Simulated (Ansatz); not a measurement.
The reference is MoS$_{2}$ in the 3R-MoS2 type structure (space group R3m, No. 160; layered, stacked along the Cartesian z axis).

```
CELL_PARAMETERS angstrom
      1.55787     0.89944     5.78587
     -1.55787     0.89944     5.78587
      0.00000    -1.79888     5.78587
ATOMIC_POSITIONS crystal
  Mo 0.00004 0.00004 0.00004
  S  0.75646 0.75646 0.75646
  S  0.57680 0.57680 0.57680
```

Cartesian axes are those of the cell as printed.

Structures relaxed with DFT with PBEsol-D3(BJ), PAW potentials and a 420 eV plane-wave cutoff in Ansatz (a program for electronic structure), scalar-relativistic without spin-orbit coupling, earlier PAW set.

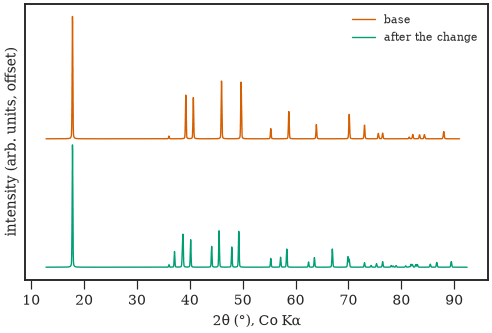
Simulated powder patterns before (top) and after one change

### Question
What was done to the base?
A. uniaxial strain ε_zz = +5.87 %
B. strain tensor (xx, yy, zz, yz, xz, xy) = (+0.14, −0.29, +0.18, +0.16, −0.78, +1.50) %
C. uniaxial strain ε_yy = +5.69 %
D. isotropic strain +4.45 %

### Answer
C, uniaxial strain ε_yy = +5.69 %. Its volume per atom is 17.14 Å³ against 16.21 Å³, and its space group is Cm (No. 8).

No phonon test of stability was made.
